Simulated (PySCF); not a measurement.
# C4H6BN: the cost of one run

The runs use PySCF 2.14.0, with density-fitted response routines of our own; the level of theory stands in each step. All values are computed, except where a source is named. Atoms count from 0, in the outputs and in this text.

## (1) Starting geometry

12 atoms, charge 0, multiplicity 1; geometry from: GFN2-xTB. The atoms were then displaced at random by about 0.01 Å, so the start is not that level's minimum.

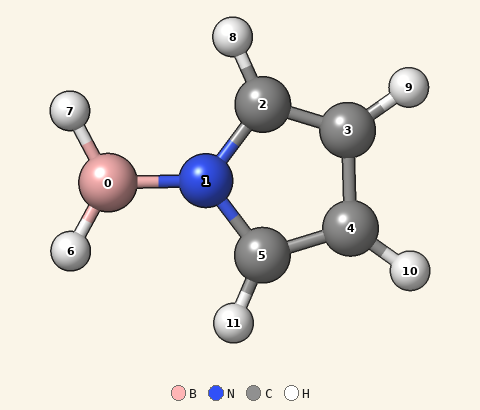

As it starts; boron pink, nitrogen blue, carbon grey, hydrogen white, atoms numbered.

## (2) Optimising the geometry at PBE0-D3(BJ)/def2-SVP

What the job is given:

```
{"job": {"xc": "PBE0", "basis": "def2-SVP", "d3": "d3bj", "grid": 1, "shake": 0.01, "kind": "geom"}, "charge": 0, "multiplicity": 1}
B      2.029350    -0.186400     0.128200
N      0.603310    -0.054030     0.033260
C     -0.135200     1.106270    -0.190650
C     -1.405990     0.824560    -0.206700
C     -1.568240    -0.588460    -0.000070
C     -0.315160    -1.070580     0.147590
H      2.490400    -1.215670     0.310510
H      2.674220     0.809080     0.003570
H      0.386080     2.052840    -0.285550
H     -2.248770     1.510810    -0.340880
H     -2.493010    -1.136540     0.060460
H      0.022690    -2.080170     0.331220
```

Command:

```sh
> OMP_NUM_THREADS=1 python probes_run.py task.json out
```

One launch serves the whole session: the jobs run in the order shown.

Q: Estimate the wall time and peak memory of this first job on 1 thread of Arm Neoverse V2, shared host.

About 30 s, with a peak of 0.47 GiB.
